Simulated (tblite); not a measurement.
## Run report: C6H11FGeO2, geometry relaxation

The run: geometry relaxation of C6H11FGeO2. Method and program: GFN2-xTB geometry optimisation, gas phase (tblite 0.8.0).

It belongs to a series of runs on one base structure; here: constitutional isomer.

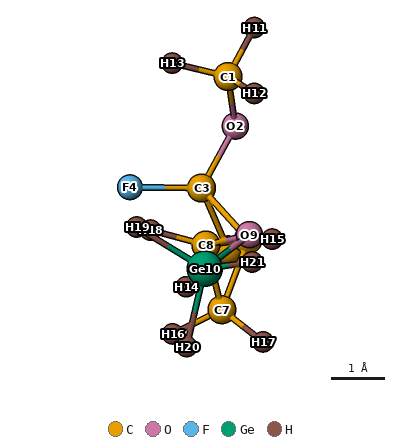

Fig. 1: The input geometry (ball-and-stick view, seen at an oblique angle; atoms are numbered from 1 in the order of the input). Sticks mark near contacts. Bond lengths as drawn: C–C 1.47 to 1.57 Å, C–F 1.38 Å, C–H 1.10 to 1.12 Å, C–O 1.40 to 1.42 Å, Ge–H 1.55 Å and Ge–O 1.79 Å.

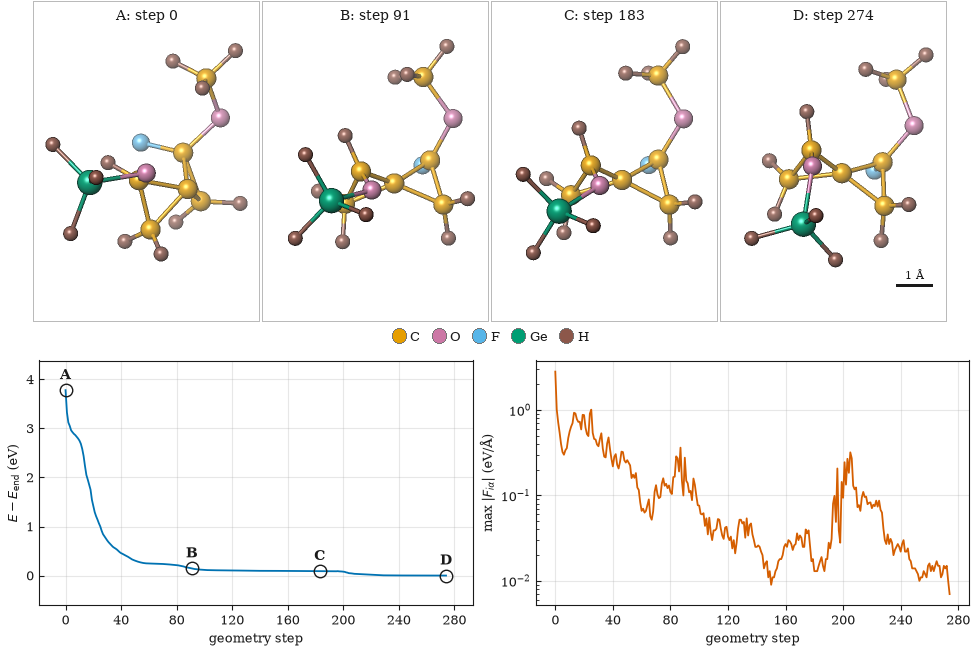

Fig. 2: Frames of the relaxation (ball-and-stick view, seen at a tilt) above the curves, on which the letters mark them (steps are counted from 0).

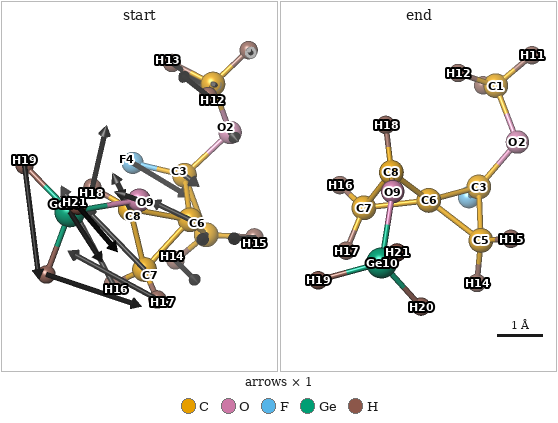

Fig. 3: Before (left) and after (right) the relaxation, at one scale (ball-and-stick view, seen at a tilt). The black arrows give the displacements, at true length. Over 274 geometry steps the energy falls by 3.779 eV. Largest force component: 2.8 eV/Å at the start, 0.007 eV/Å at the end. The largest move after the best rigid fit is that of H19, 2.65 Å. Largest moves by element: H 2.65 Å, C 2.01 Å, F 1.61 Å, Ge 1.38 Å, O 0.62 Å. Among the contacts that change: C6–C8 1.566 → 1.483 Å, C3–C6 1.556 → 1.477 Å, C5–C6 1.562 → 1.493 Å, Ge10–H21 1.555 → 1.486 Å. Among the angles that change: C3–C6–C8 100.5° → 140.8°, C5–C6–C7 100.3° → 135.8°, C8–O9–Ge10 107.0° → 128.7°. (Atoms are counted from 1 in the order of the input.)

The input and output of the run follow.

## Input
```
{"job": {"kind": "relax", "xc": "GFN2-xTB", "basis": "xTB"}, "charge": 0, "multiplicity": 1}
C     -2.542300     1.031800     1.102200
O     -2.505000    -0.367000     1.054800
C     -1.139400    -0.765800     1.096000
F     -0.467500    -0.598300     2.285800
C     -0.943000    -2.110100     0.534900
C     -0.443600    -0.881800    -0.291400
C      1.054300    -1.270100    -0.488300
C      0.742500     0.122700    -0.101300
O      0.812000     1.016000    -1.178000
Ge     2.450300     1.739600    -1.152600
H     -3.616800     1.349000     1.075800
H     -2.049700     1.478100     0.218800
H     -2.110200     1.430500     2.053700
H     -0.232800    -2.727800     1.125900
H     -1.861400    -2.564100     0.106800
H      1.614400    -1.783900     0.339800
H      1.357400    -1.392600    -1.543100
H      1.083100     0.445500     0.900700
H      2.650400     2.555200     0.155400
H      3.524600     0.618100    -1.230100
H      2.613800     2.692000    -2.370400
```

The first line tells a small driver script what to run in tblite; the rest is the geometry in Å.

Command:
```bash
OMP_NUM_THREADS=1 python <driver script> task.json out
```

## Log
```
step      E/eV     max force
  0    -899.94436    3.207
  1    -900.39938    1.357
  2    -900.60212    0.869
  3    -900.67186    0.591
  4    -900.76226    0.517
  5    -900.80125    0.465
  6    -900.83483    0.377
  7    -900.85963    0.405
  8    -900.89328    0.461
  9    -900.92890    0.512
 10    -900.97261    0.570
 11    -901.03600    0.696
 12    -901.14097    0.875
 13    -901.28713    1.056
 14    -901.49281    1.234
 15    -901.67356    0.878
 16    -901.76729    0.893
 17    -901.87328    0.818
 18    -901.97351    0.771
 19    -902.18092    0.954
 20    -902.30802    0.998
 21    -902.43119    0.782
 22    -902.51407    0.599
 23    -902.58246    0.512
 24    -902.65727    0.995
 25    -902.72205    1.068
 26    -902.81070    0.638
 27    -902.88113    0.536
 28    -902.92438    0.460
 29    -902.96378    0.454
 30    -903.00729    0.457
 31    -903.04412    0.500
 32    -903.07528    0.558
 33    -903.10709    0.440
 34    -903.13531    0.447
 35    -903.15578    0.424
 36    -903.17339    0.408
 37    -903.19427    0.480
 38    -903.22091    0.419
 39    -903.24704    0.316
 40    -903.26707    0.250
 41    -903.28038    0.306
 42    -903.29712    0.362
 43    -903.31150    0.291
 44    -903.32646    0.304
 45    -903.34155    0.283
 46    -903.35961    0.345
 47    -903.37941    0.334
 48    -903.39577    0.288
 49    -903.40824    0.319
 50    -903.41903    0.278
 51    -903.42959    0.249
 52    -903.43925    0.236
 53    -903.44782    0.202
 54    -903.45520    0.192
 55    -903.46170    0.184
 56    -903.46748    0.206
 57    -903.47189    0.146
 58    -903.47455    0.130
 59    -903.47616    0.086
 60    -903.47735    0.080
 61    -903.47833    0.078
 62    -903.47916    0.068
 63    -903.47999    0.067
 64    -903.48105    0.095
 65    -903.48212    0.100
 66    -903.48323    0.066
 67    -903.48416    0.060
 68    -903.48502    0.078
 69    -903.48599    0.120
 70    -903.48729    0.136
 71    -903.48894    0.103
 72    -903.49085    0.102
 73    -903.49286    0.099
 74    -903.49511    0.142
 75    -903.49771    0.160
 76    -903.50038    0.133
 77    -903.50287    0.147
 78    -903.50535    0.148
 79    -903.50787    0.150
 80    -903.51101    0.123
 81    -903.51459    0.144
 82    -903.52037    0.176
 83    -903.52437    0.171
 84    -903.53105    0.357
 85    -903.53830    0.286
 86    -903.54802    0.206
 87    -903.55664    0.478
 88    -903.56043    0.181
 89    -903.56606    0.122
 90    -903.57263    0.382
 91    -903.57831    0.215
 92    -903.58715    0.146
 93    -903.59053    0.117
 94    -903.59283    0.115
 95    -903.59562    0.123
 96    -903.59995    0.164
 97    -903.60222    0.138
 98    -903.60437    0.100
 99    -903.60743    0.090
100    -903.60874    0.083
101    -903.61083    0.068
102    -903.61192    0.069
103    -903.61279    0.062
104    -903.61339    0.058
105    -903.61407    0.074
106    -903.61475    0.057
107    -903.61531    0.058
108    -903.61571    0.038
109    -903.61599    0.031
110    -903.61622    0.040
111    -903.61649    0.040
112    -903.61685    0.041
113    -903.61738    0.053
114    -903.61802    0.053
115    -903.61862    0.042
116    -903.61908    0.045
117    -903.61944    0.041
118    -903.61979    0.042
119    -903.62012    0.043
120    -903.62040    0.037
121    -903.62067    0.034
122    -903.62097    0.039
123    -903.62125    0.028
124    -903.62144    0.041
125    -903.62157    0.030
126    -903.62173    0.034
127    -903.62201    0.042
128    -903.62243    0.054
129    -903.62298    0.060
130    -903.62356    0.056
131    -903.62410    0.051
132    -903.62453    0.042
133    -903.62482    0.058
134    -903.62518    0.043
135    -903.62552    0.051
136    -903.62594    0.051
137    -903.62625    0.042
138    -903.62655    0.036
139    -903.62680    0.026
140    -903.62706    0.031
141    -903.62731    0.031
142    -903.62752    0.029
143    -903.62767    0.025
144    -903.62776    0.022
145    -903.62782    0.021
146    -903.62788    0.016
147    -903.62793    0.018
148    -903.62797    0.014
149    -903.62801    0.017
150    -903.62805    0.012
151    -903.62808    0.012
152    -903.62810    0.013
153    -903.62813    0.015
154    -903.62817    0.017
155    -903.62821    0.018
156    -903.62826    0.020
157    -903.62834    0.021
158    -903.62843    0.024
159    -903.62857    0.029
160    -903.62874    0.033
161    -903.62894    0.030
162    -903.62915    0.035
163    -903.62934    0.031
164    -903.62953    0.035
165    -903.62970    0.027
166    -903.62993    0.031
167    -903.63014    0.035
168    -903.63039    0.043
169    -903.63068    0.036
170    -903.63099    0.036
171    -903.63122    0.036
172    -903.63142    0.029
173    -903.63164    0.030
174    -903.63197    0.051
175    -903.63231    0.049
176    -903.63262    0.059
177    -903.63287    0.034
178    -903.63301    0.021
179    -903.63308    0.019
180    -903.63315    0.016
181    -903.63321    0.015
182    -903.63327    0.015
183    -903.63333    0.016
184    -903.63339    0.019
185    -903.63345    0.020
186    -903.63352    0.017
187    -903.63360    0.014
188    -903.63368    0.018
189    -903.63375    0.019
190    -903.63381    0.038
191    -903.63399    0.025
192    -903.63428    0.040
193    -903.63452    0.095
194    -903.63452    0.105
195    -903.63622    0.056
196    -903.63376    0.262
197    -903.63755    0.048
198    -903.63864    0.029
199    -903.64090    0.157
200    -903.64395    0.122
201    -903.64791    0.261
202    -903.65830    0.156
203    -903.66423    0.272
204    -903.67437    0.256
205    -903.67591    0.381
206    -903.67946    0.283
207    -903.68395    0.155
208    -903.68798    0.120
209    -903.68952    0.126
210    -903.69141    0.089
211    -903.69292    0.081
212    -903.69424    0.081
213    -903.69583    0.107
214    -903.69826    0.121
215    -903.69997    0.118
216    -903.70158    0.100
217    -903.70362    0.083
218    -903.70443    0.097
219    -903.70542    0.088
220    -903.70657    0.084
221    -903.70793    0.088
222    -903.70919    0.084
223    -903.71059    0.105
224    -903.71217    0.102
225    -903.71388    0.088
226    -903.71546    0.099
227    -903.71703    0.082
228    -903.71824    0.055
229    -903.71888    0.040
230    -903.71925    0.041
231    -903.71967    0.051
232    -903.71998    0.040
233    -903.72021    0.032
234    -903.72036    0.029
235    -903.72052    0.025
236    -903.72069    0.028
237    -903.72085    0.031
238    -903.72100    0.027
239    -903.72117    0.026
240    -903.72135    0.032
241    -903.72152    0.032
242    -903.72167    0.035
243    -903.72182    0.026
244    -903.72198    0.026
245    -903.72213    0.026
246    -903.72225    0.021
247    -903.72234    0.019
248    -903.72240    0.016
249    -903.72246    0.018
250    -903.72251    0.018
251    -903.72255    0.015
252    -903.72258    0.014
253    -903.72263    0.013
254    -903.72267    0.014
255    -903.72271    0.014
256    -903.72274    0.014
257    -903.72278    0.013
258    -903.72282    0.015
259    -903.72287    0.015
260    -903.72291    0.016
261    -903.72295    0.015
262    -903.72299    0.019
263    -903.72303    0.017
264    -903.72308    0.016
265    -903.72312    0.017
266    -903.72316    0.016
267    -903.72320    0.018
268    -903.72324    0.013
269    -903.72328    0.014
270    -903.72333    0.016
271    -903.72338    0.016
272    -903.72342    0.017
273    -903.72345    0.011
274    -903.72347    0.009
```

## Trajectory as extended XYZ (Å, eV, eV/Å), 5 of the 275 frames kept, from step=0 to step=274
```
21
Properties=species:S:1:pos:R:3:forces:R:3 step=0 energy=-899.94436
C    -2.5423    1.0318    1.1022   -1.1550   1.4160   0.2020
O    -2.5050   -0.3670    1.0548    2.8200   0.2750   0.5220
C    -1.1394   -0.7658    1.0960   -2.0880  -2.4330   0.0710
F    -0.4675   -0.5983    2.2858   -0.3320   0.8150  -0.0430
C    -0.9430   -2.1101    0.5349   -1.0630  -0.0850   0.4790
C    -0.4436   -0.8818   -0.2914   -0.2290   0.2180  -0.2520
C     1.0543   -1.2701   -0.4883    1.5710   0.9990   1.3430
C     0.7425    0.1227   -0.1013    0.5600  -0.9620  -1.7020
O     0.8120    1.0160   -1.1780    0.4800   0.4570   1.1820
Ge    2.4503    1.7396   -1.1526    0.6280   0.6160  -0.4070
H    -3.6168    1.3490    1.0758    0.7400  -0.3800   0.0260
H    -2.0497    1.4781    0.2188    0.0020  -0.1610   0.3770
H    -2.1102    1.4305    2.0537   -0.1170  -0.2650  -0.6540
H    -0.2328   -2.7278    1.1259   -0.5470   0.1610  -0.8340
H    -1.8614   -2.5641    0.1068    1.0150   0.0770   0.3210
H     1.6144   -1.7839    0.3398   -0.4540  -0.1110  -1.1220
H     1.3574   -1.3926   -1.5431   -0.3490  -0.2790   0.8980
H     1.0831    0.4455    0.9007   -0.5330   0.1800  -0.5850
H     2.6504    2.5552    0.1554   -0.1530  -0.3750  -0.4060
H     3.5246    0.6181   -1.2301   -0.4780   0.3330   0.0790
H     2.6138    2.6920   -2.3704   -0.3170  -0.4950   0.5090
21
Properties=species:S:1:pos:R:3:forces:R:3 step=68 energy=-903.48502
C    -2.1770    0.9746    1.3323   -0.0050   0.0090   0.0260
O    -2.4494   -0.4141    1.2840   -0.0100   0.0150  -0.0240
C    -1.3870   -1.2564    1.0993   -0.0250   0.0030  -0.0210
F    -1.3212   -2.1459    2.1469    0.0180  -0.0090   0.0220
C    -1.0474   -1.7935   -0.2700    0.0460  -0.0220   0.0010
C    -0.1032   -0.9004    0.4662    0.0010   0.0090   0.0330
C     1.3523   -0.9894    0.7715    0.0030   0.0240  -0.0290
C     0.7556    0.2798    0.2112    0.0140  -0.0040  -0.0170
O     0.9542    0.6565   -1.1065   -0.0130   0.0090  -0.0430
Ge    2.2458    1.6350   -1.7688    0.0440   0.0640  -0.0060
H    -3.1192    1.4429    1.6060   -0.0300   0.0080   0.0060
H    -1.8562    1.3448    0.3530    0.0020  -0.0050   0.0300
H    -1.4185    1.2140    2.0815   -0.0110  -0.0130   0.0390
H    -0.7770   -2.8349   -0.3533   -0.0160  -0.0340  -0.0070
H    -1.6100   -1.4059   -1.1062    0.0190   0.0370   0.0050
H     1.6879   -0.9943    1.7986   -0.0260  -0.0020  -0.0090
H     1.9447   -1.5965    0.1017    0.0050  -0.0030   0.0070
H     0.6857    1.1195    0.9003   -0.0040  -0.0030  -0.0310
H     2.4595    2.8418   -0.8955    0.0080  -0.0170   0.0230
H     3.5186    0.8412   -1.8725   -0.0300   0.0000   0.0110
H     1.6529    1.9979   -3.0843    0.0090  -0.0650  -0.0160
21
Properties=species:S:1:pos:R:3:forces:R:3 step=137 energy=-903.62625
C    -2.4184    0.7551    1.9250    0.0060  -0.0130   0.0250
O    -2.4835   -0.2551    0.9253    0.0080  -0.0030   0.0130
C    -1.4115   -1.0893    0.8853    0.0010   0.0000  -0.0260
F    -1.3692   -1.9103    2.0025    0.0090   0.0230  -0.0340
C    -0.9791   -1.7060   -0.4153    0.0050   0.0040   0.0030
C    -0.0975   -0.7385    0.3020    0.0000   0.0120   0.0200
C     1.3300   -0.7033    0.7134    0.0200   0.0310  -0.0010
C     0.7121    0.4564   -0.0346    0.0000   0.0010   0.0040
O     1.0277    0.6643   -1.3684   -0.0080  -0.0040   0.0050
Ge    2.4908    1.4037   -1.9917   -0.0110   0.0130   0.0020
H    -3.3685    1.2818    1.8729    0.0200  -0.0050   0.0030
H    -1.5954    1.4479    1.7282   -0.0140  -0.0070  -0.0010
H    -2.2931    0.3134    2.9182   -0.0130   0.0060  -0.0350
H    -0.7046   -2.7504   -0.4049   -0.0080  -0.0040   0.0020
H    -1.4841   -1.3758   -1.3103   -0.0040   0.0020   0.0100
H     1.5759   -0.5864    1.7588   -0.0110   0.0130   0.0040
H     2.0152   -1.3265    0.1569    0.0090  -0.0290  -0.0010
H     0.5364    1.3750    0.5211   -0.0050  -0.0130  -0.0020
H     2.5510    2.8453   -1.5594    0.0070  -0.0220  -0.0060
H     3.7024    0.6751   -1.4783   -0.0130  -0.0020  -0.0170
H     2.2544    1.2404   -3.4514    0.0020  -0.0030   0.0310
21
Properties=species:S:1:pos:R:3:forces:R:3 step=206 energy=-903.67946
C    -2.5341    0.4844    1.9687   -0.0310   0.0430   0.0180
O    -2.4323   -0.3767    0.8425    0.0660  -0.0250  -0.0300
C    -1.2589   -1.0593    0.7784   -0.0180   0.0090   0.0150
F    -1.1686   -1.9997    1.7945    0.0150   0.0070  -0.0430
C    -0.6525   -1.4505   -0.5401    0.0080  -0.0090   0.0130
C     0.0219   -0.4605    0.3484   -0.0620  -0.0210   0.0210
C     1.3760   -0.1831    0.8857    0.0540   0.0380  -0.0220
C     0.6019    0.8905    0.1594    0.0240   0.0210  -0.0120
O     0.9449    1.3245   -1.1065    0.1030   0.0200  -0.0710
Ge    2.3247    0.8731   -2.0988   -0.0760   0.0150   0.2720
H    -3.4800    1.0054    1.8552   -0.0450   0.0140   0.0180
H    -1.7127    1.2056    1.9904   -0.0170  -0.0080  -0.0170
H    -2.5325   -0.0901    2.8978   -0.0130  -0.0260   0.0160
H    -0.2527   -2.4506   -0.6219    0.0150   0.0100  -0.0190
H    -1.1268   -1.0636   -1.4306   -0.0210  -0.0670  -0.0140
H     1.5063   -0.1072    1.9567    0.0040  -0.0020  -0.0410
H     2.2201   -0.6066    0.3542    0.0090  -0.0310   0.0510
H     0.1912    1.7136    0.7346    0.0310   0.0550   0.0580
H     3.5885    1.3784   -1.4661    0.0390  -0.0300   0.0460
H     2.3788   -0.6079   -2.2743    0.0110  -0.1510  -0.0320
H     1.9880    1.5972   -3.3327   -0.0970   0.1370  -0.2270
21
Properties=species:S:1:pos:R:3:forces:R:3 step=274 energy=-903.72347
C    -2.6157    0.4394    1.9079    0.0000   0.0010   0.0000
O    -2.3874   -0.3933    0.7770   -0.0050  -0.0010   0.0060
C    -1.1788   -1.0127    0.7653   -0.0010   0.0000  -0.0040
F    -1.0881   -1.9659    1.7677   -0.0040   0.0030  -0.0010
C    -0.5152   -1.3584   -0.5384    0.0070   0.0060  -0.0020
C     0.0940   -0.3623    0.3925    0.0030  -0.0040   0.0040
C     1.4447   -0.1276    0.9663    0.0020  -0.0030   0.0000
C     0.7021    0.9844    0.2670    0.0000  -0.0020   0.0000
O     1.0862    1.4760   -0.9637    0.0060  -0.0010  -0.0020
Ge    2.1581    0.7521   -2.1464   -0.0070  -0.0040   0.0050
H    -3.6278    0.8192    1.7947   -0.0040   0.0000  -0.0020
H    -1.9062    1.2708    1.9310    0.0030  -0.0030  -0.0010
H    -2.5371   -0.1351    2.8343    0.0010  -0.0010  -0.0010
H    -0.0624   -2.3360   -0.6247   -0.0050  -0.0030   0.0030
H    -0.9928   -0.9945   -1.4374    0.0000   0.0000  -0.0010
H     1.5565   -0.0866    2.0401    0.0010  -0.0010  -0.0010
H     2.2865   -0.5662    0.4446    0.0040   0.0060   0.0010
H     0.3080    1.7932    0.8768   -0.0010  -0.0010  -0.0010
H     3.5672    0.7464   -1.6177    0.0050   0.0030   0.0000
H     1.7308   -0.6472   -2.4852   -0.0020   0.0000   0.0010
H     1.9686    1.7212   -3.2566   -0.0020   0.0040  -0.0050
```

## Results in brief

```json
{"quantity": "outcome", "value": "converged"}
{"quantity": "total energy", "value": "−903.7235 eV"}
{"quantity": "hardware", "value": "1 CPU thread, shared host"}
{"quantity": "wall time", "value": "4.2 s"}
{"quantity": "peak memory", "value": "0.18 GiB"}
```
